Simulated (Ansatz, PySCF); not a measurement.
Breaking the C2–H3 bond in CH5NSi (SMILES C[Si]N) (multiplicity 1 held, fragments rigid). Energies count from the point at 1.093 Å.
Geometry at that point (charge 0, multiplicity 1):
```xyz
8

Si    -0.27696    -0.02987     0.65336
C      0.58142     1.33956    -0.37081
H      0.13316     2.31549    -0.16726
H      0.57863     1.17210    -1.45148
H      1.62575     1.40796    -0.04207
N     -0.21932    -1.29506    -0.50310
H      0.15769    -1.23076    -1.43932
H     -0.57108    -2.21853    -0.30037
```

Restricted levels (R-, RO-) in cc, def2 and unpolarised 6-31G sets keep to the state of the molecule at rest. Unrestricted levels (U-) break spin symmetry where that is lower. Active spaces are followed from a long bond inwards. Levels need not reach the same state.

Cores are frozen in the correlated methods. Rows in 6-31G* carry no dispersion term and start afresh at each structure (6-31G* with six Cartesian d functions).

Run with Ansatz (Gaussian orbitals); PySCF for 6-31G* rows. 

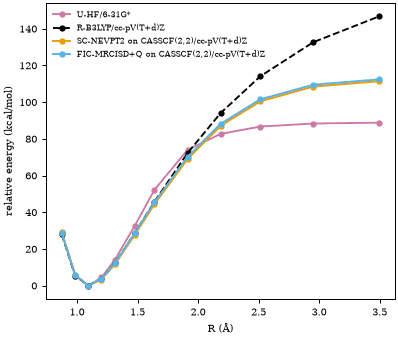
Figure. Relative energy along the coordinate

### Question
Read off the U-HF/6-31G* curve at R = 2.514.

### Answer
about 87 kcal/mol

Doubts at one or more of the structures used: a spin-contaminated determinant (U-HF/6-31G*); a restricted determinant that unrestricted orbitals would lower (R-B3LYP/cc-pV(T+d)Z).

Ansatz is an electronic-structure program.
